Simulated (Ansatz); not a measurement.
## Electronic structure of ClH₄SbSi (SMILES Cl[SiH2][SbH2]) in real space

Input

```
crystal:
  periodic: [false, false, false]
  atoms:
    - symbol: Cl
      position_ang: [-1.394409, 1.501350, -1.541614]
    - symbol: Sb
      position_ang: [-0.910216, -0.949988, 1.291769]
    - symbol: Si
      position_ang: [-0.103842, 1.160950, 0.052397]
    - symbol: H
      position_ang: [-0.166611, 2.343920, 0.960200]
    - symbol: H
      position_ang: [1.277921, 1.038204, -0.494765]
    - symbol: H
      position_ang: [-0.202097, -1.928946, 0.074017]
    - symbol: H
      position_ang: [0.548761, -0.964264, 2.200511]
basis:
  gaussian:
    orbitals: def2-TZVPD
hamiltonian:
  xc: {name: PBE0}
output: {forces: true, orbitals: {seedname: orbitals}}
```

Command:

```sh
ansatz run input.yaml --threads 2 --pin off --max-ram 5220MiB --events-out events.jsonl --progress --plain --runs-dir runs
```

Geometry: PBE0-D4/def2-SVP; core potentials replace the inner electrons of Sb.

The calculation used Ansatz, isolated molecule in a Gaussian basis; Kohn-Sham density functional theory, functional PBE0.

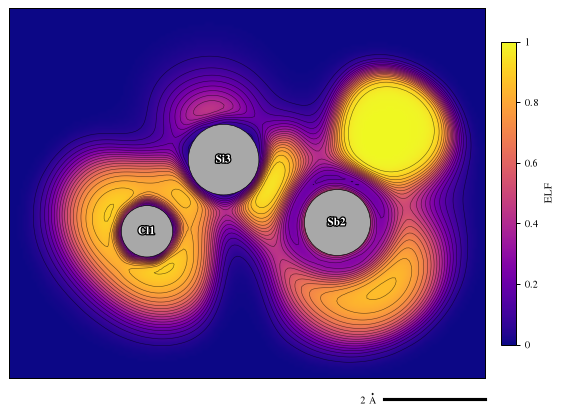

Figure 1. ELF on the plane of atoms Cl1, Si3 and Sb2. Grey discs cover the atomic cores.

Question: Interpret the plot.

Answer: Atoms in the plane: Cl, Sb and Si.
Si–Cl (2.08 Å): the ELF peaks at about 0.85 between the atoms: a shared but strongly polarised pair.
Si–Sb (2.58 Å): the ELF peaks at about 0.95 between the atoms; localised, covalent bonding.
The ELF also peaks beside Sb2 and Cl1, away from the bonds: lone-pair regions.

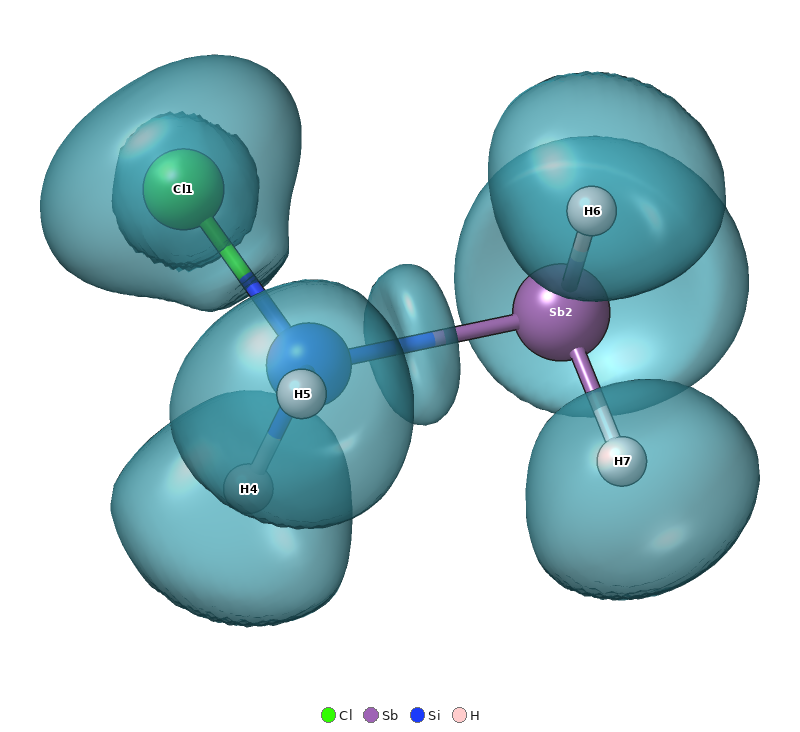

Figure 2. Isosurface of the ELF at 0.75 (cyan), seen across its widest extent. Core shells and regions of very low density are left out.

Question: Where are the electrons localised?

Answer: At this value the surface marks out one region between bonded Sb–Si atoms (shared pairs), four regions around hydrogen nuclei, one region on Cl in which the atom's valence shell and bonds are merged and one lobe on Sb, pointing away from the bonds (lone pairs).

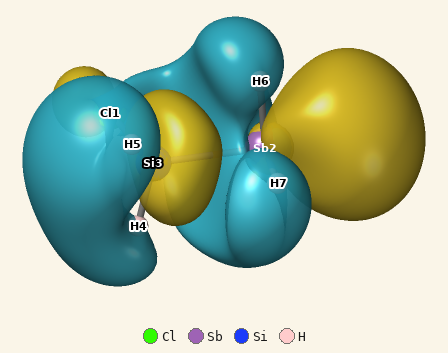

Figure 3. One frontier orbital at ±0.04 Å⁻³ᐟ² (yellow and cyan are the two phases), seen at a tilt.

Question: Which orbital is it: HOMO or LUMO?

Answer: The LUMO, at −0.85 eV. Its weight (Hirshfeld) is mainly on Sb2 (about 50 %), Si3 (about 25 %) and H5 (about 5 %).
